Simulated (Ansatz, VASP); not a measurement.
# CdS (Greenockite): VASP beside Ansatz, part 2 of 2

Aim: how closely do two programs agree when they are given the same cell, functional and k mesh?

VASP 6.6.1 and Ansatz 0.2.0.

So far: Starting point; Ansatz: band structure, PBE0; VASP: band structure, PBE0.

The database entry behind the starting cell differs from later determinations by our own check (about 0.35 % long), so it need not match the best structure at ambient conditions.

## (3) VASP: band structure, PBE0 (continued)

Level of this step: PBE0; plane waves and PAW (Cd, S) (VASP).

Numbers of over 12 decimals in the logs are rounded to 6 here.

OUTCAR, selected parts (step 3):

```text
ion  position               nearest neighbor table
   1  0.667  0.333  0.500-   3 2.53   4 2.54   4 2.54   4 2.54
   2  0.333  0.667  0.000-   4 2.53   3 2.54   3 2.54   3 2.54
   3  0.667  0.333  0.875-   1 2.53   2 2.54   2 2.54   2 2.54
   4  0.333  0.667  0.375-   2 2.53   1 2.54   1 2.54   1 2.54

  LATTYP: Found a hexagonal cell.
 ALAT       =     4.1500000000
 C/A-ratio  =     1.6233734940

 Subroutine GETGRP returns: Found 12 space group operations
 (whereof  6 operations were pure point group operations)

The static configuration has the point symmetry C_3v.
 The point group associated with its full space group is C_6v.

 Found      8 irreducible k-points:

   k-points           NKPTS =      8   k-points in BZ     NKDIM =     32   number of bands    NBANDS=     24

   dimension x,y,z NGX =    28 NGY =   28 NGZ =   42
   dimension x,y,z NGXF=    56 NGYF=   56 NGZF=   84

   ENCUT  =  350.0 eV  25.72 Ry    5.07 a.u.   6.33  6.33 10.28*2*pi/ulx,y,z

   NELECT =      36.0000    total number of electrons

 k-points in reciprocal lattice and weights: Automatic mesh
   0.00000000  0.00000000  0.00000000       0.031
   0.25000000 -0.00000000  0.00000000       0.188
   0.50000000 -0.00000000  0.00000000       0.094
   0.25000000  0.25000000  0.00000000       0.188
   0.00000000  0.00000000  0.50000000       0.031
   0.25000000 -0.00000000  0.50000000       0.188
   0.50000000 -0.00000000  0.50000000       0.094
   0.25000000  0.25000000  0.50000000       0.188

  exchange ACFDT corr.  =         0.00000000  see jH, gK, PRB 81, 115126

 average (electrostatic) potential at core
       1 -32.4905       2 -32.4905       3 -85.1748       4 -85.1748

 E-fermi :   0.3409

 k-point     1 :       0.0000    0.0000    0.0000
  band No.  band energies     occupation
    ...
     14      -0.6407      2.00000
     15      -0.6407      2.00000
     16       0.1259      2.00000
     17       0.1887      2.00000
     18       0.1887      2.00000
     19       3.1002      0.00000
     20       4.7727      0.00000
     21       8.5435      0.00000
     22       8.5435      0.00000
     23       8.9240      0.00000
    ...

 k-point     2 :       0.2500   -0.0000    0.0000
  band No.  band energies     occupation
    ...
     14      -2.4119      2.00000
     15      -1.8340      2.00000
     16      -1.2785      2.00000
     17      -0.3564      2.00000
     18      -0.2106      2.00000
     19       4.9432      0.00000
     20       6.0361      0.00000
     21       7.5299      0.00000
     22       8.4513      0.00000
     23       9.1394      0.00000
    ...

 k-point     3 :       0.5000   -0.0000    0.0000
  band No.  band energies     occupation
    ...
     14      -3.5365      2.00000
     15      -2.6483      2.00000
     16      -1.8260      2.00000
     17      -1.2099      2.00000
     18      -0.6129      2.00000
     19       5.7542      0.00000
     20       5.8216      0.00000
     21       6.9935      0.00000
     22       8.5903      0.00000
     23       9.0623      0.00000
    ...

  energy-cutoff  :      350.00
  volume of cell :      100.48
      direct lattice vectors                 reciprocal lattice vectors
     4.150000000  0.000000000  0.000000000     0.240963855  0.139120547  0.000000000
    -2.075000000  3.594005426  0.000000000     0.000000000  0.278241094  0.000000000
     0.000000000  0.000000000  6.737000000     0.000000000  0.000000000  0.148434021

 POSITION                                       TOTAL-FORCE (eV/Angst)
 -----------------------------------------------------------------------------------
      2.07500      1.19800      3.36850         0.000000     -0.000000     -0.062777
     -0.00000      2.39600      0.00000        -0.000000      0.000000     -0.062777
      2.07500      1.19800      5.89487        -0.000000     -0.000000      0.062777
     -0.00000      2.39600      2.52637         0.000000      0.000000      0.062777
 -----------------------------------------------------------------------------------
    total drift:                                0.000022      0.000071     -0.000384

  FREE ENERGIE OF THE ION-ELECTRON SYSTEM (eV)
  ---------------------------------------------------
  free  energy   TOTEN  =       -16.3231709276 eV

  energy  without entropy=      -16.3231709276  energy(sigma->0) =      -16.32317093

 total charge
# of ion       s       p       d       tot
------------------------------------------
    1        0.395   0.317   9.591  10.303
    2        0.395   0.317   9.591  10.303
    3        1.310   2.431   0.000   3.742
    4        1.310   2.431   0.000   3.742
--------------------------------------------------
tot          3.410   5.498  19.181  28.089

[... 3 further parts left out ...]
```

## (4) Comparison

Known differences besides the PAW data sets themselves: exact exchange at q = 0 is treated differently, which shows on coarse meshes; VASP keeps PBE cores, Ansatz makes them for the functional; the data sets hold 52 valence electrons in Ansatz (default PAW (the set named soft_2) files) and 36 in VASP; the cutoff is 420 eV in Ansatz and 350 eV in VASP; VASP takes a coarser grid for exact exchange (PRECFOCK = Fast). Total energies have different zeros and are not compared.

Compared:

```csv
quantity,Ansatz,VASP,difference
gap over the path points (eV),2.903,2.911,-0.009
```

Forces (eV/Å; atoms numbered as in POSCAR):

```csv
atom,"Ansatz x, y, z","VASP x, y, z"
Cd1,"0.000, 0.000, -0.062","0.000, 0.000, -0.063"
Cd2,"0.000, 0.000, -0.062","0.000, 0.000, -0.063"
S3,"0.000, 0.000, 0.062","0.000, 0.000, 0.063"
S4,"0.000, 0.000, 0.062","0.000, 0.000, 0.063"
```

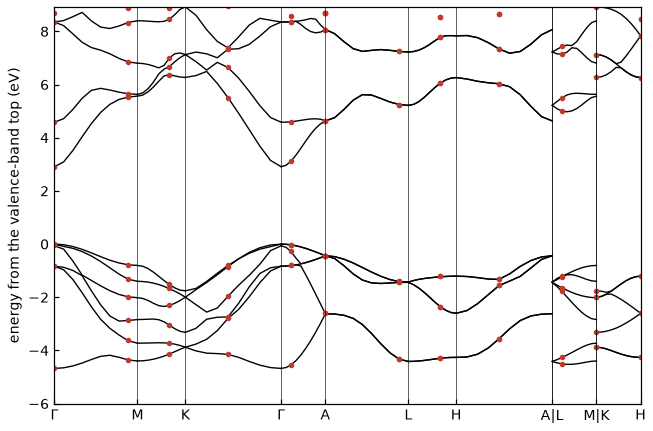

Bands from VASP (lines) and levels from Ansatz (dots). Dots without a line are higher empty bands that the VASP plot leaves out.

Levels at points of the path, from each program's valence-band top (eV; 4 filled, then empty):

```csv
k (reciprocal lattice),Ansatz,VASP
0.000 0.000 0.000,-0.83 -0.04 0.00 0.00 2.90 4.59 8.35,-0.83 -0.06 0.00 0.00 2.91 4.58 8.35
0.444 0.000 0.000,-2.87 -1.97 -1.30 -0.77 5.53 5.66 6.85,-2.87 -1.98 -1.32 -0.78 5.53 5.66 6.85
0.389 0.222 0.000,-3.04 -2.30 -1.66 -1.51 6.38 6.67 7.00,-3.05 -2.31 -1.68 -1.52 6.38 6.68 7.00
0.185 0.185 0.000,-2.73 -1.96 -0.84 -0.79 5.50 6.65 7.33,-2.74 -1.96 -0.84 -0.81 5.51 6.64 7.33
0.000 0.000 0.111,-0.80 -0.28 -0.03 -0.03 3.12 4.61 8.37,-0.81 -0.28 -0.03 -0.03 3.12 4.60 8.37
0.000 0.000 0.500,-0.43 -0.43 -0.43 -0.43 4.63 4.63 8.04,-0.44 -0.44 -0.44 -0.44 4.64 4.64 8.07
0.444 0.000 0.500,-1.42 -1.42 -1.41 -1.41 5.25 5.25 7.25,-1.44 -1.44 -1.41 -1.41 5.25 5.25 7.25
0.389 0.222 0.500,-2.35 -2.35 -1.21 -1.21 6.05 6.05 7.77,-2.35 -2.35 -1.23 -1.23 6.06 6.06 7.78
0.185 0.185 0.500,-1.55 -1.55 -1.31 -1.31 6.03 6.03 7.34,-1.56 -1.56 -1.33 -1.33 6.03 6.03 7.34
0.500 0.000 0.389,-1.77 -1.64 -1.22 -1.19 5.01 5.51 7.14,-1.78 -1.64 -1.23 -1.20 5.01 5.51 7.14
```

The forces differ by 0.5 meV/Å r.m.s., which is 1.5 % of the r.m.s. force of 0.04 eV/Å (both taken over all components). Among the levels compared (up to four filled and three empty ones at each point), filled levels agree within 22 meV and empty ones within 28 meV.

## (5) Results

```yaml
difference_in_gap_over_the_path_points_band_structure_pbe0: -0.0085 eV
```

What this shows: The difference in gap over the path points is -0.0085 eV (band structure, PBE0), within the 0.08 eV picked in this series as the mark of a large difference. Differences of this kind measure data sets and numerical settings, not the functional's error against experiment.

[Lines on the potential files, build, host, timing and source positions are cut from VASP's logs without a mark.]

[Logs are printed without paths, hosts, clocks, repeated set-up lines and the standing remarks that a program may print on its own settings, such as how far it seeks lower states.]

[Hosts, paths, dates, database ids (printed as entryN), source tags and the programs' standing remarks are cut or masked in the printed files.]
